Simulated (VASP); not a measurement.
Here is the system:

```yaml
crystal:
  lattice:
    - [4.52904, 0.00000, 0.00000]
    - [-2.26452, 3.92227, 0.00000]
    - [0.00000, 0.00000, 5.75648]
  atoms:
    - { symbol: Si, position: [0.33333, 0.66667, 0.25000] }
    - { symbol: Si, position: [0.66667, 0.33333, 0.75000] }
    - { symbol: Sn, position: [0.66667, 0.33333, 0.25000] }
    - { symbol: Sn, position: [0.33333, 0.66667, 0.75000] }
```

Level of theory: LDA (Ceperley-Alder, Perdew-Zunger), VASP's LDA PAW potentials (set 64) (plane waves; VASP). Run with 400 eV cut-off, 9×9×6 Γ-centred mesh, tetrahedra with Blöchl corrections, potentials Si Sn_d.

Unless said otherwise, spin-orbit coupling is left out, though it shifts the bands of the heavy elements here.

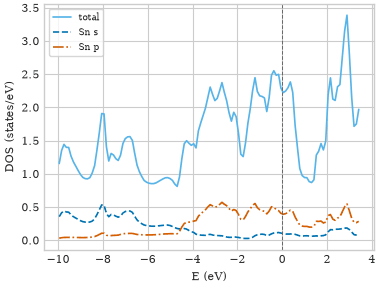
*Total and projected density of states, zero at the Fermi level*

Within 2 eV below the Fermi level the largest weight inside VASP's projection spheres is Sn p, then Si p.

It has no gap at this level: it comes out as a metal or semimetal.

The structure was generated: SiSn was put into the layered h-BN type type (P6_3/mmc), which need not be its known phase. It was relaxed first, which changed the volume by -38 %.
